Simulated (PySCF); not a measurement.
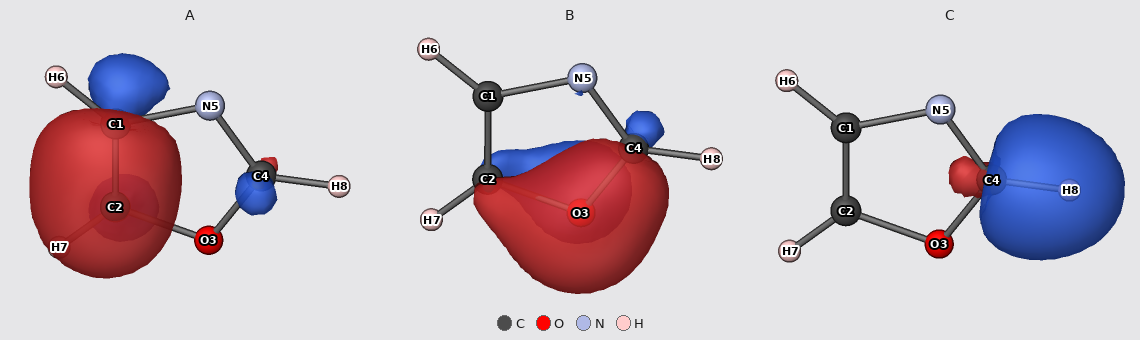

*C₃H₃NO, SMILES `c1cocn1`. Foster–Boys orbitals, occupied; each surface holds about 85 % of the orbital's density. Energies are diagonal elements of the Fock matrix.*

Computed with PySCF, LDA (SVWN)/def2-SVPD, geometry: GFN2-xTB. No frequency check shows the geometry to be a minimum.

Input script:

```python
import numpy as np
from pyscf import gto, scf, dft, lo
from pyscf.data.elements import chemcore

def solve(mol, dm0=None, hcore=None):
    mf = (dft.UKS if mol.spin else dft.RKS)(mol, xc='svwn')
    mf.grids.level = 3
    mf = mf.density_fit(auxbasis='def2-universal-jkfit')
    mf.conv_tol, mf.max_cycle = 1e-8, 80
    if hcore is not None:
        mf.get_hcore = lambda *args: hcore
    mf.kernel(dm0)
    if not mf.converged:
        mf = mf.newton().run(mf.mo_coeff, mf.mo_occ, max_cycle=30)
    assert mf.converged, 'SCF not converged'
    return mf

mol = gto.M(atom='''
C      0.94099    -0.66381     0.00000
C      0.88385     0.69399     0.00000
O     -0.41695     1.05348     0.00000
C     -1.08750    -0.10269     0.00000
N     -0.33448    -1.15069     0.00000
H      1.78802    -1.31690     0.00000
H      1.62346     1.46702     0.00000
H     -2.15861    -0.08815     0.00000
''', basis='def2-svpd', charge=0, spin=0, verbose=4)
mf = solve(mol)
occ_all = mf.mo_coeff[:, mf.mo_occ > 0]
occ = occ_all[:, chemcore(mol):]
bo = lo.Boys(mol, occ)
loc = bo.kernel()
for _ in range(5):
    new, stable = bo.stability(return_status=True)
    if stable:
        break
    loc = bo.kernel(new)
fock, s = mf.get_fock(), mf.get_ovlp()
ortho = lo.orth_ao(mol, 'meta_lowdin')
labels = mol.ao_labels(fmt=None)
vir = loc[:, :0]
both = np.hstack([loc, vir])
p = (ortho.T @ s @ both) ** 2
pop = np.array([p[[l[0] == a for l in labels]].sum(0) for a in range(mol.natm)])
spd = np.array([[p[[l[0] == a and l[2][-1] == k for l in labels]].sum(0) for k in 'spd'] for a in range(mol.natm)])
eps = np.einsum('pi,pq,qi->i', both, fock, both)
for i in np.argsort(eps):
    top = np.argsort(-pop[:, i])[:3]
    print('%3d %s %9.4f Eh ' % (i + 1, 'occ' if i < loc.shape[1] else 'vir', eps[i]), '  '.join('%s%d %.3f' % (mol.atom_symbol(a), a + 1, pop[a, i]) for a in top))
np.savez('result.npz', c=both, nocc=loc.shape[1], pop=pop, spd=spd, eps=eps, e=mf.e_tot)
```

Launched as:

```sh
OMP_NUM_THREADS=1 python input.py
```

The run took 8.7 s on 1 thread of Intel(R) Xeon(R) Platinum 8488C (Sapphire Rapids), on a shared host, peak memory 0.34 GiB.

**What does each orbital represent in a Lewis picture?**

By panel:
- A: bent (banana) bond C2–C1 (C2 49 %, C1 48 %; −11.7 eV)
- B: bent (banana) bond O3–C4 (O3 78 %, C4 15 %, C2 5 %; −13.9 eV)
- C: σ bond C4–H8 (C4 57 %, H8 42 %; −13.4 eV)

**Which has the smallest and which the largest spatial spread?**

Smallest: C (0.80 Å); largest: A (1.00 Å).

**How do all the valence pairs divide up?**

13 pairs: 6 σ bonds, 5 bent bonds and 2 lone pairs.
